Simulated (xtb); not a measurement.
## Frequency calculation, with input and output: Si3H7SCl (part 2 of 2)

Continued. System: Si3H7SCl, SMILES [SiH3][SiH2]S[SiH2]Cl. Method: GFN2-xTB (xtb 6.7.1). The geometry was optimised with GFN2-xTB. The settings are looser than a standard set-up, so the numbers are not reference values.

Geometry of the input (Å):
```
Si -1.0512  1.0345  1.3391
Si 1.1547  0.5848  0.8005
S  1.3905  -1.4114  -0.0561
Si 0.0501  -1.5111  -1.7077
Cl -0.0280  0.2405  -2.7120
H  -1.6661  -0.0235  2.1463
H  -1.8923  1.2021  0.1494
H  -1.1146  2.2792  2.1073
H  2.0992  0.4619  1.9062
H  1.7550  1.4757  -0.1931
H  0.5937  -2.5459  -2.5647
H  -1.2912  -1.7867  -1.2151
```

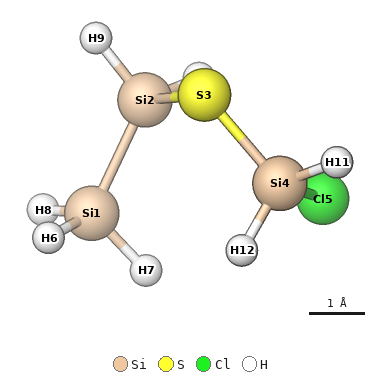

The structure as given in the input (ball-and-stick view, seen at a tilt; atoms are numbered from 1 in the order of the input).

**What the program printed, continued**
```
     #   Z          covCN         q      C6AA      α(0)
     1  14 Si       3.695     0.376   100.313    19.184
     2  14 Si       3.655     0.423    99.379    19.110
     3  16 S        1.749    -0.488   162.936    21.486
     4  14 Si       3.528     0.516    99.251    19.225
     5  17 Cl       0.805    -0.260   107.303    15.846
     6   1 H        0.918    -0.090     5.223     3.574
     7   1 H        0.917    -0.094     5.353     3.619
     8   1 H        0.918    -0.114     6.089     3.859
     9   1 H        0.919    -0.072     4.687     3.386
    10   1 H        0.918    -0.079     4.881     3.456
    11   1 H        0.922    -0.052     4.135     3.180
    12   1 H        0.920    -0.066     4.504     3.319

 Mol. C6AA /au·bohr⁶  :       4668.756319
 Mol. C8AA /au·bohr⁸  :     213019.253368
 Mol. α(0) /au        :        119.243438

Wiberg/Mayer (AO) data.
largest (>0.10) Wiberg bond orders for each atom

 ---------------------------------------------------------------------------
     #   Z sym  total        # sym  WBO       # sym  WBO       # sym  WBO
 ---------------------------------------------------------------------------
     1  14 Si   3.643 --     8 H    0.902     6 H    0.898     7 H    0.897
                             2 Si   0.838
     2  14 Si   3.608 --     9 H    0.894    10 H    0.891     1 Si   0.838
                             3 S    0.830
     3  16 S    2.081 --     4 Si   1.033     2 Si   0.830
     4  14 Si   3.923 --     5 Cl   1.073     3 S    1.033    11 H    0.884
                            12 H    0.878
     5  17 Cl   1.192 --     4 Si   1.073
     6   1 H    0.992 --     1 Si   0.898
     7   1 H    0.991 --     1 Si   0.897
Molecule has no symmetry elements
It seems to be the C1 point group
     8   1 H    0.987 --     1 Si   0.902
     9   1 H    0.995 --     2 Si   0.894
    10   1 H    0.994 --     2 Si   0.891
    11   1 H    0.997 --     4 Si   0.884
    12   1 H    0.996 --     4 Si   0.878
 ---------------------------------------------------------------------------

Topologies differ in total number of bonds
Writing topology from bond orders to xtbtopo.mol

molecular dipole:
                 x           y           z       tot (Debye)
 q only:       -0.629       0.400       0.636
   full:       -0.736       0.438       0.155       2.212
molecular quadrupole (traceless):
                xx          xy          yy          xz          yz          zz
 q only:       -1.685       5.083       1.826       0.887       5.877      -0.141
  q+dip:       -2.043       6.598      -0.240      -0.322       5.545       2.283
   full:       -3.748       6.390       1.201       0.578       6.651       2.547

           -------------------------------------------------
          |               Frequency Printout                |
           -------------------------------------------------
 projected vibrational frequencies (cm⁻¹)
eigval :       -0.00    -0.00    -0.00     0.00     0.00     0.00
eigval :       28.99    37.27    63.51    81.33   121.75   172.13
eigval :      349.74   395.28   458.21   466.85   474.40   478.01
eigval :      505.51   533.19   581.07   599.52   667.02   715.20
eigval :      753.10   761.74   794.78   811.67   813.35  2240.27
eigval :     2243.19  2261.24  2266.81  2299.17  2312.45  2376.69
 reduced masses (amu)
   1: 29.24   2: 30.92   3: 28.18   4: 25.81   5: 30.47   6: 27.57   7: 27.69   8: 11.12
   9: 14.76  10: 26.16  11: 27.40  12: 28.77  13:  3.11  14: 24.54  15:  9.20  16: 25.72
  17:  6.22  18:  8.95  19: 25.93  20: 27.29  21:  1.78  22:  3.12  23:  4.24  24:  3.73
  25:  2.94  26:  2.33  27:  1.84  28:  2.58  29:  1.84  30:  1.89  31:  1.67  32:  1.99
  33:  1.98  34:  1.80  35:  1.94  36:  1.80
 IR intensities (km·mol⁻¹)
   1:  0.05   2:  0.50   3:  0.08   4:  0.44   5:  0.25   6:  0.45   7:  2.14   8:  1.18
   9:  3.61  10:  1.58  11:  7.16  12:  1.73  13: 28.04  14: 58.18  15: 36.34  16: 36.45
  17:  5.33  18: 50.46  19: 96.75  20:158.51  21:  3.99  22: 26.71  23:512.86  24:492.96
  25: 76.87  26:692.90  27:145.78  28:110.95  29:118.44  30: 80.52  31:  4.30  32:376.83
  33:265.64  34:231.89  35:281.07  36:212.09
 Raman intensities (Ä⁴*amu⁻¹)
   1:  0.00   2:  0.00   3:  0.00   4:  0.00   5:  0.00   6:  0.00   7:  0.00   8:  0.00
   9:  0.00  10:  0.00  11:  0.00  12:  0.00  13:  0.00  14:  0.00  15:  0.00  16:  0.00
  17:  0.00  18:  0.00  19:  0.00  20:  0.00  21:  0.00  22:  0.00  23:  0.00  24:  0.00
  25:  0.00  26:  0.00  27:  0.00  28:  0.00  29:  0.00  30:  0.00  31:  0.00  32:  0.00
  33:  0.00  34:  0.00  35:  0.00  36:  0.00
 output can be read by thermo (or use thermo option).
 writing <g98.out> molden fake output.
 recommended (thermochemical) frequency scaling factor: 1.0
           -------------------------------------------------
          |             Thermodynamic Functions             |
           -------------------------------------------------

c1  symmetry found (for desy threshold:  0.10E+00) used in thermo

          ...................................................
          :                      SETUP                      :
          :.................................................:
          :  # frequencies                          30      :
          :  # imaginary freq.                       0      :
          :  linear?                             false      :
          :  only rotor calc.                    false      :
          :  symmetry                               c1      :
          :  rotational number                       1      :
          :  scaling factor                  1.0000000      :
          :  rotor cutoff                   50.0000000 cm⁻¹ :
          :  imag. cutoff                  -20.0000000 cm⁻¹ :
          :.................................................:

    mode    ω/cm⁻¹     T·S(HO)/kcal·mol⁻¹    T·S(FR)/kcal·mol⁻¹   T·S(vib)
   ------------------------------------------------------------------------
       1     28.99    -1.75839 ( 10.15%)    -1.21770 ( 89.85%)    -1.27257
       2     37.27    -1.60971 ( 23.59%)    -1.14329 ( 76.41%)    -1.25334
       3     63.51    -1.29551 ( 72.24%)    -0.98555 ( 27.76%)    -1.20947
       4     81.33    -1.15040 ( 87.50%)    -0.91229 ( 12.50%)    -1.12064
       5    121.75    -0.91602 ( 97.23%)    -0.79282 (  2.77%)    -0.91261
       6    172.13    -0.71918 ( 99.29%)    -0.69027 (  0.71%)    -0.71897
   ------------------------------------------------------------------------

   temp. (K)  partition function   enthalpy   heat capacity  entropy
                                   cal/mol     cal/K/mol   cal/K/mol   J/K/mol
 298.15  VIB  0.780E+04             4822.497     27.574     30.761
         ROT  0.712E+06              888.752      2.981     29.762
         INT  0.556E+10             5711.250     30.555     60.523
         TR   0.194E+28             1481.254      4.968     41.078
         TOT                        7192.5038    35.5233   101.6013   425.0997

       T/K    H(0)-H(T)+PV         H(T)/Eh          T*S/Eh         G(T)/Eh
   ------------------------------------------------------------------------
    298.15    0.114620E-01    0.722058E-01    0.482740E-01    0.239317E-01
   ------------------------------------------------------------------------

         :::::::::::::::::::::::::::::::::::::::::::::::::::::
         ::                  THERMODYNAMIC                  ::
         :::::::::::::::::::::::::::::::::::::::::::::::::::::
         :: total free energy         -16.622001306852 Eh   ::
         ::.................................................::
         :: total energy              -16.645933031878 Eh   ::
         :: zero point energy           0.060743776206 Eh   ::
         :: G(RRHO) w/o ZPVE           -0.036812051181 Eh   ::
         :: G(RRHO) contrib.            0.023931725025 Eh   ::
         :::::::::::::::::::::::::::::::::::::::::::::::::::::

           -------------------------------------------------
          | TOTAL ENERGY              -16.645933031878 Eh   |
          | TOTAL ENTHALPY            -16.573727271343 Eh   |
          | TOTAL FREE ENERGY         -16.622001306852 Eh   |
          | GRADIENT NORM               0.000073622122 Eh/α |
          | HOMO-LUMO GAP               3.868277430474 eV   |
           -------------------------------------------------

------------------------------------------------------------------------
------------------------------------------------------------------------
 total:
 *  cpu-time:     0 d,  0 h,  0 min,  1.737 sec
 * ratio c/w:     0.613 speedup
 SCF:
 *  cpu-time:     0 d,  0 h,  0 min,  0.039 sec
 * ratio c/w:     0.696 speedup
 analytical hessian:
 *  cpu-time:     0 d,  0 h,  0 min,  1.666 sec
 * ratio c/w:     0.613 speedup
```

**File vibspectrum**
```
$vibrational spectrum
#  mode     symmetry     wave number   IR intensity    selection rules
#                         cm**(-1)      (km*mol⁻¹)        IR
     1                      -0.00         0.00000          -
     2                      -0.00         0.00000          -
     3                      -0.00         0.00000          -
     4                       0.00         0.00000          -
     5                       0.00         0.00000          -
     6                       0.00         0.00000          -
     7        a             28.99         2.13671         YES
     8        a             37.27         1.17961         YES
     9        a             63.51         3.60955         YES
    10        a             81.33         1.57574         YES
    11        a            121.75         7.15729         YES
    12        a            172.13         1.73436         YES
    13        a            349.74        28.03589         YES
    14        a            395.28        58.18342         YES
    15        a            458.21        36.33730         YES
    16        a            466.85        36.44594         YES
    17        a            474.40         5.33044         YES
    18        a            478.01        50.46453         YES
    19        a            505.51        96.74686         YES
    20        a            533.19       158.50526         YES
    21        a            581.07         3.99422         YES
    22        a            599.52        26.70723         YES
    23        a            667.02       512.86384         YES
    24        a            715.20       492.96239         YES
    25        a            753.10        76.87365         YES
    26        a            761.74       692.90134         YES
    27        a            794.78       145.78068         YES
    28        a            811.67       110.95286         YES
    29        a            813.35       118.44059         YES
    30        a           2240.27        80.51823         YES
    31        a           2243.19         4.29719         YES
    32        a           2261.24       376.83469         YES
    33        a           2266.81       265.63749         YES
    34        a           2299.17       231.88974         YES
    35        a           2312.45       281.07394         YES
    36        a           2376.69       212.08869         YES
$end
```

**Standard error**
```
normal termination of xtb
```

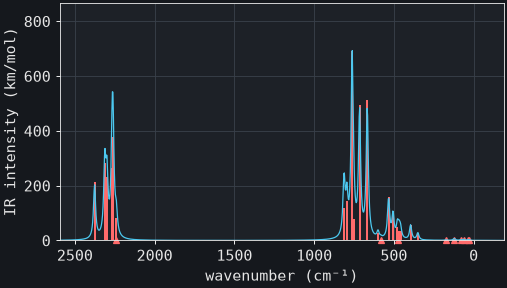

Harmonic infrared spectrum, unscaled: sticks (degenerate modes added up, dark ones marked on the axis) with a Lorentzian envelope of 16 cm⁻¹ full width, scaled to the tallest stick. 30 modes from 29 to 2377 cm⁻¹, none imaginary. The strongest line is at 762 cm⁻¹ (693 km/mol).
